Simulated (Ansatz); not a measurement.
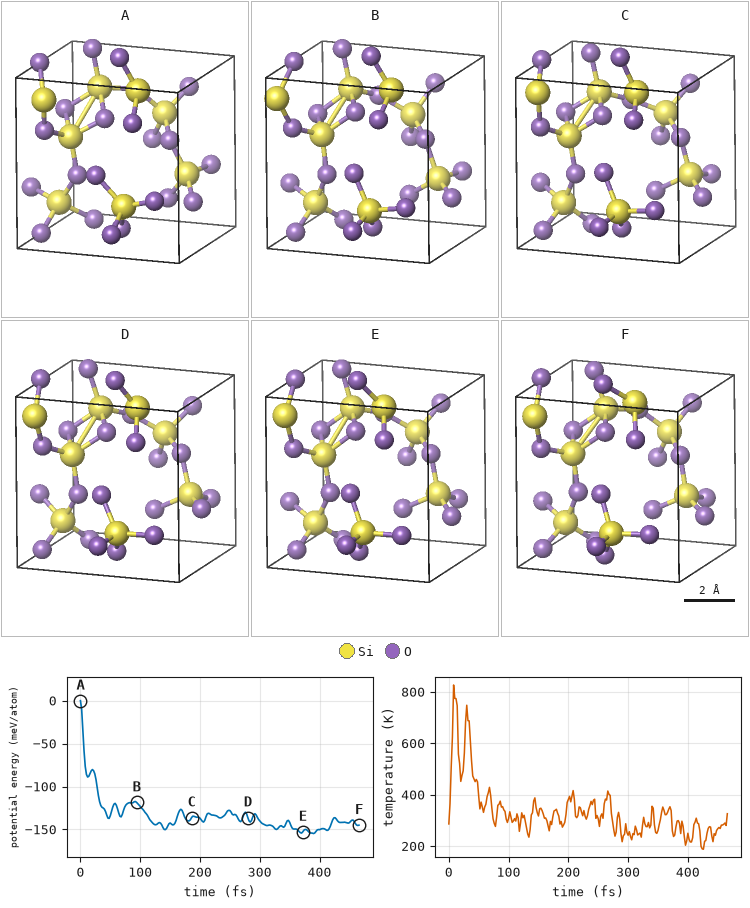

First-principles dynamics of an amorphous cell of composition Si$_{4}$O$_{7}$ (22 atoms in the cell), 466 fs long. It starts from the last geometry of an earlier run, with fresh velocities. Frames (A at 0 fs, B at 94 fs, C at 186 fs, D at 280 fs, E at 372 fs, F at 466 fs) and the history of the run. A ball-and-stick model of the simulation cell, seen slightly off an axis. Bonds to atoms that aren't drawn are left out.

Computed with DFT PBE, scalar-relativistic, plane waves, PAW (Ansatz). Run with plane-wave cutoff 420 eV; k-point mesh 1 × 1 × 1; Fermi-Dirac smearing 0.05 eV; volume 1.05 times that of the relaxed crystal; set temperature 300 K; time step 2 fs.

What do the frames and curves show?

Over the second half the temperature averages 284 K (spread ±49 K). The potential energy is still drifting at the end, so the run hasn't reached equilibrium. The potential energy in the second half lies on average 143 meV per atom below the first frame. The first frame is far from relaxed (forces up to 9.5 eV/Å), so much of the motion is the structure settling. The mean pressure there is −0.5 GPa. Root-mean-square distances from the starting positions over the second half, with the common drift of all atoms taken out: O 0.42 Å, Si 0.28 Å. Against the typical shortest distance between atoms in the first frame, about 1.6 Å these are wide excursions, but the first-neighbour bonds of the start all hold: the network flexes, or its layers or units shift against each other, without breaking.

Limits of the set-up: the periodic images lie only 7.0 Å apart, so the values are limited by the cell's size.

Cost: 4.4 min on 2 threads of Arm Neoverse V2, on a shared host, peak memory 0.44 GiB.
